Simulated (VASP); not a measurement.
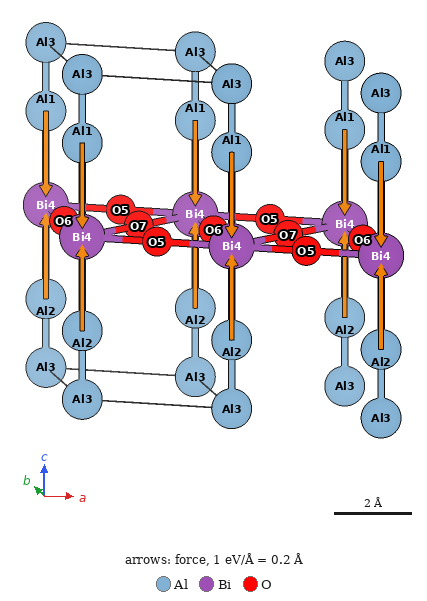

Starting geometry of crystalline Al₃BiO₃ (a generated structure, set up in P6/mmm) with the computed forces as orange arrows. The picture is a ball-and-stick view of the cell of the calculation, repeated 2 × 1 × 1 with one cell outlined, seen slightly off an axis.

The run lets cell and atoms move.

Method: Kohn-Sham DFT of a periodic cell, PBE, VASP PAW PBE potentials, recommended in VASP 6.6.1.

Input file:
```
ALGO = Fast
EDIFF = 1E-4
EDIFFG = -0.08
ENCUT = 520
GGA = PE
IBRION = 2
ISIF = 3
ISMEAR = 0
LASPH = True
LCHARG = False
LREAL = False
LWAVE = False
NELM = 60
NSW = 24
PREC = Normal
SIGMA = 0.15
```

Run as
```bash
cat potpaw_PBE.64/Al/POTCAR potpaw_PBE.64/Bi_d/POTCAR potpaw_PBE.64/O/POTCAR > POTCAR
mpirun -np 1 vasp_std > vasp.out
```

> What follows when this structure is relaxed?

It isn't relaxed: the largest force vector, on Al atoms, is 11.57 eV/Å. The atoms end up moving mostly along the starting forces (cosine between the two patterns 1.00). The energy falls by 9.525 eV per cell of the calculation in 13 geometry steps. Largest force component: 12 eV/Å at the start, 0.08 eV/Å at the end. The pressure goes from 50.24 to 0.21 GPa. The largest moves relative to the cell, 0.30 Å, are those of Al1 and Al2. Al2 goes along +c. O and Bi stay in place. Cell: a = b 4.075 → 4.522 Å (+11.0 %), c 8.693 → 10.424 Å (+19.9 %). Volume +47.6 %. Some distances before and after: Al1–Al3 1.834 → 2.495 Å, Bi4–O5 2.038 → 2.261 Å, Al1–Bi4 2.512 → 2.717 Å. The space group stays P6/mmm (No. 191). At step 1 the optimiser overshot: the energy rose above the start, and later steps came back. The volume changes by over a tenth within one run on a fixed set of plane waves, so the end point should be relaxed again from the new cell.
